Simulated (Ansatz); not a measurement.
LiBiCl2 (space group P4/mmm, No. 123). Coordinates: the geometry relaxed with DFT PBE, scalar-relativistic, plane waves, PAW in Ansatz 0.2.0; the starting structure was generated, so it need not be a known form of this composition.

```
CELL_PARAMETERS angstrom
5.21333 0.00000 0.00000
0.00000 5.21333 0.00000
0.00000 0.00000 3.68838
ATOMIC_POSITIONS crystal
Li 0.00000 0.00000 0.00000
Bi 0.50000 0.50000 0.50000
Cl 0.50000 0.00000 0.00000
Cl 0.00000 0.50000 0.00000
```

Describe how the polyhedra about Bi are linked (bonds: Bi–Cl below 3.6 Å).

Bi: BiCl8 cube, sharing corners with eight neighbours, edges with four neighbours and faces with two neighbours.

They form a three-dimensional framework of corner-, edge- and face-sharing cubes.

Centre to centre across a shared corner: 6.39 Å; across a shared edge: 5.21 Å; across a shared face: 3.69 Å.

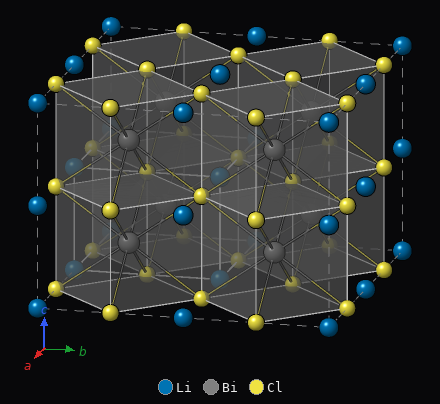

Polyhedra are drawn about Bi (bonds: Bi–Cl below 3.6 Å); other atoms are plain spheres.
